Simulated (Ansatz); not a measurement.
A series of calculations on ZrH$_{4}$O$_{2}$Cl$_{2}$

## 1. Relaxation

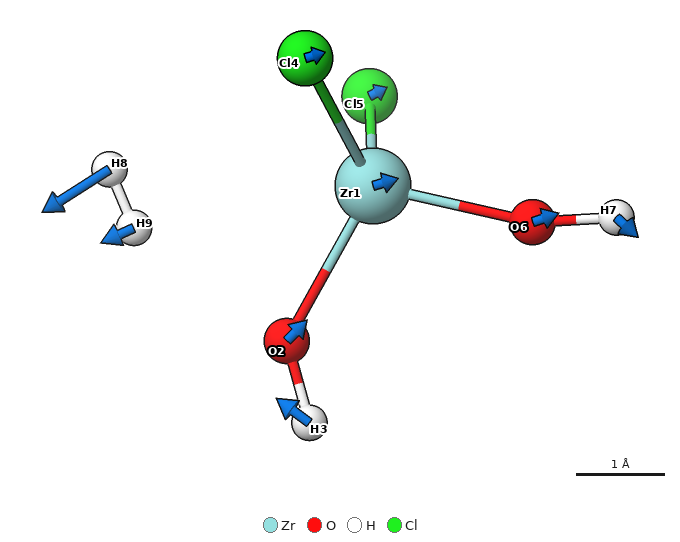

This is a relaxation of ZrH4O2Cl2. The starting structure is drawn; blue arrows show the displacements, at their true length. The two geometries are superimposed by the best rigid fit.

A ball-and-stick model, seen at a tilt.

The run prepares an end point of a later path (reaction) calculation, from a guessed geometry.

The calculation used Ansatz, RKS PBE-D4/def2-SVP. Settings: no spin polarisation; force threshold 0.03 eV/Å; at most 50 steps.

### Atoms of which element are displaced furthest, and by how much?

Hydrogen: up to 0.94 Å, against 0.35 Å for oxygen.

### What did the optimiser do to the structure, and how much energy did it gain?

The energy falls by 0.179 eV in 19 accepted moves (20 points after the start). The largest force component goes from 1.7 to 0.0038 eV/Å. The line search rejected the trial step at point 12 of the run. The forces were under the threshold at step 8, but the run went on from there. H8 moves most after the best rigid fit: 0.94 Å. Largest moves by element: H 0.94 Å, O 0.35 Å, Zr 0.32 Å, Cl 0.25 Å. Among the contacts that change: Zr1–H8 3.050 → 4.160 Å, Zr1–H9 2.803 → 3.535 Å, Zr1–O2 2.018 → 1.912 Å, H8–H9 0.723 → 0.769 Å. Bond angles that change, for instance: Zr1–O2–H3 135.0° → 169.6°, Zr1–O6–H7 164.0° → 174.5°, O2–Zr1–O6 106.0° → 110.4°. The run took 33 s on 4 threads of Arm Neoverse V1, with other jobs on the host, peak memory 0.18 GiB.

Limits of the set-up: the start holds two separate molecules, 2.2 Å apart at their closest, whose relative position is a soft coordinate.

## 2. Relaxation

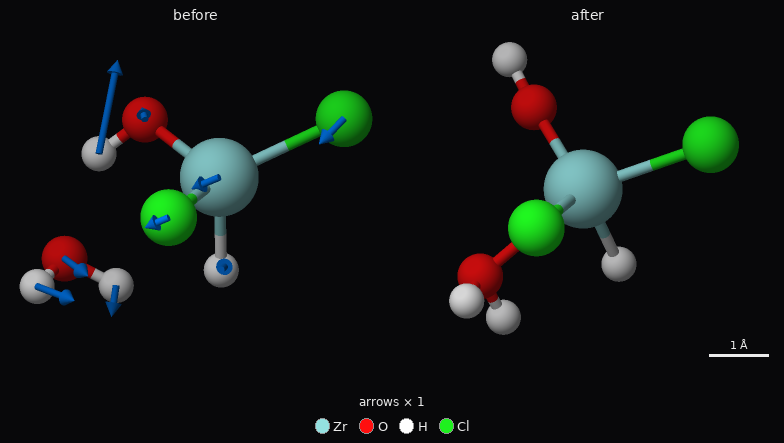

The structure of ZrH$_{4}$O$_{2}$Cl$_{2}$ before (left) and after (right) a relaxation, at one scale. The blue arrows give the displacements, at their true length.

A ball-and-stick model, seen from a free direction.

The run prepares an end point of a later path (reaction) calculation, from a guessed geometry.

Computed with RKS PBE-D4/def2-SVP (Ansatz).

Input
```yaml
crystal:
  periodic: [false, false, false]
  atoms:
    - { symbol: Zr, position_ang: [0.470542, 0.287665, -0.598919] }
    - { symbol: O, position_ang: [-0.693547, -0.228768, 2.409179] }
    - { symbol: H, position_ang: [-1.37197, 0.451431, 2.58451] }
    - { symbol: Cl, position_ang: [2.019385, 0.105263, -2.366529] }
    - { symbol: Cl, position_ang: [-1.241134, 1.897315, -0.816724] }
    - { symbol: O, position_ang: [-0.196842, -1.407942, -0.039522] }
    - { symbol: H, position_ang: [-0.616019, -1.313632, 0.861889] }
    - { symbol: H, position_ang: [1.335193, 0.826076, 0.95329] }
    - { symbol: H, position_ang: [0.145992, 0.293794, 2.283626] }
basis:
  gaussian: { orbitals: def2-SVP }
hamiltonian:
  xc: pbe
  dispersion: d4
relax:
  f_tol: 0.03
  max_steps: 50
output:
  orbitals: {}
```

Command:
```bash
ansatz run input.yaml --threads 4 --pin off --max-ram 5120MiB --backend cpu --events-out ev --progress --plain --runs-dir out
```

Question: Describe what moved and what it gained.

Answer: The atom that moves furthest after the best rigid fit is H7 (1.68 Å). Largest moves by element: H 1.68 Å, O 0.75 Å, Cl 0.66 Å, Zr 0.59 Å. Among the contacts that change: Zr1–O2 3.267 → 2.360 Å, Zr1–H3 3.682 → 2.786 Å, Zr1–H9 2.901 → 2.789 Å, Zr1–Cl5 2.360 → 2.422 Å. New bonds form, among them: Zr1–O2 (3.27 → 2.36 Å). Bond angles that change, for instance: Zr1–O6–H7 109.1° → 167.4°, Cl5–Zr1–H8 102.5° → 120.5°, Cl4–Zr1–H8 110.1° → 93.1°. The energy falls by 11.2 kcal/mol in 18 accepted moves (19 points after the start). Largest force component: 0.4 eV/Å at the start, 0.026 eV/Å at the end. The line search rejected the trial step at point 4 of the run. The run took 34 s on 4 threads of Arm Neoverse V1 (shared host), peak memory 0.18 GiB.

## 3. Path

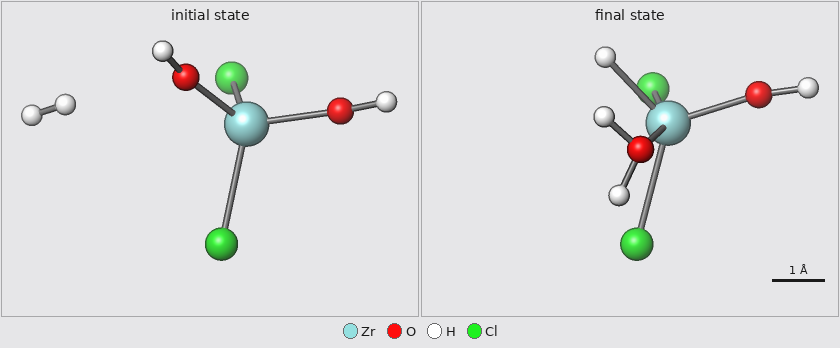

The two relaxed end points of a path for ZrH₄O₂Cl₂, made up at the start of ZrH2O2Cl2 and H$_{2}$. The picture is a ball-and-stick view, seen from a free direction.

Theory: RKS PBE-D4/def2-SVP in Ansatz.

Set-up: 5 movable images; climbing image; force threshold 0.03 eV/Å; iteration limit 60.

Start:
```xyz
9

Zr   -0.2452   -0.3216   -0.0903
O    -0.1724   -0.0127    1.7950
H    -0.2319   -0.0026    2.7604
Cl    1.9610   -0.6083   -0.9143
Cl   -1.3086    1.5230   -1.1368
O    -1.2474   -1.8981   -0.4682
H    -1.7687   -2.7065   -0.5682
H     1.6427    2.7900    1.9238
H     1.2221    2.1480    1.9694
```

End:
```xyz
9

Zr    0.2619    0.0222   -0.0673
O    -0.5444    0.6982    2.0451
H    -1.0155    1.5450    1.8842
Cl    1.6336   -0.0534   -1.9883
Cl   -1.2335    1.8516   -0.5978
O    -0.3899   -1.7454    0.1905
H    -0.8280   -2.6068    0.1422
H     1.7170    0.2854    1.0876
H     0.2504    0.9144    2.5747
```

Question: Predict the minimum-energy path and its barrier.

Answer: The highest point, image 5, lies 1.19 eV above the start and 0.23 eV above the end; the end is at +0.95 eV relative to the start. Breaking: H8–H9 (0.77 → 1.07 at the top → 2.18 Å). Forming: O2–H9 (2.58 → 1.22 at the top → 0.98 Å), Zr1–H8 (4.16 → 2.03 at the top → 1.88 Å). The band converged in 32 iterations. The largest component of the band force went from 18 to 0.018 eV/Å. The climbing image converged on the top of the path. Its vibrational analysis gives one imaginary mode (865i cm⁻¹), as a transition state must have.

Energies of the converged images:

```
image  path (Å)  E (eV)
    0      0.00   0.000
    1      1.80   0.004
    2      3.60   0.008
    3      5.40   0.004
    4      7.20   0.082
    5      9.00   1.187
    6     10.27   0.954
```

The geometry at the top of the path:

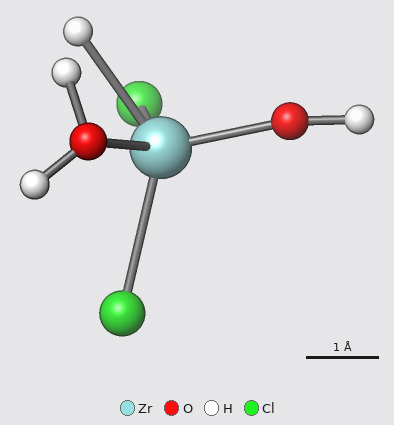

Limits of the set-up: the start holds two separate molecules, 2.6 Å apart at their closest, whose relative position is a soft coordinate.
